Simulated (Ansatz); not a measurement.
```xyz
9

Al    0.0789    0.6067   -0.2907
H    -0.0394   -0.2823    2.3181
N     1.6343    0.0648   -0.9421
H     1.7575   -0.7963   -1.4768
H     2.5221    0.5546   -0.8394
F    -1.2969   -0.2707   -0.6613
O    -0.1405    2.0797    0.6384
H     0.6356    2.6089    0.8719
H    -0.0768    0.4026    2.0844
```

Not at a stationary point (largest force 2.0 eV/Å).

Theory: RKS PBE/def2-SVP in Ansatz.

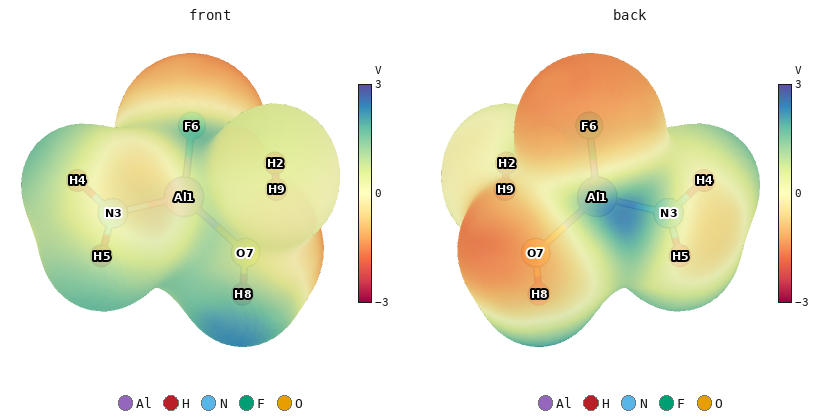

AlFH₃NO···H₂. The electrostatic potential painted on the density surface at 0.002 e/bohr³, seen from the front and from behind; the colour scale runs from red (negative) to blue (positive).

Question: Which sites attract a positive test charge, and which a negative one?

Answer: A positive charge is drawn to the negative regions and a negative charge to the positive ones. The most negative region (about −1.7 V) lies over O7, the most positive (about +2.4 V) over Al1 and H8. O7 is the likeliest acceptor of a hydrogen bond.
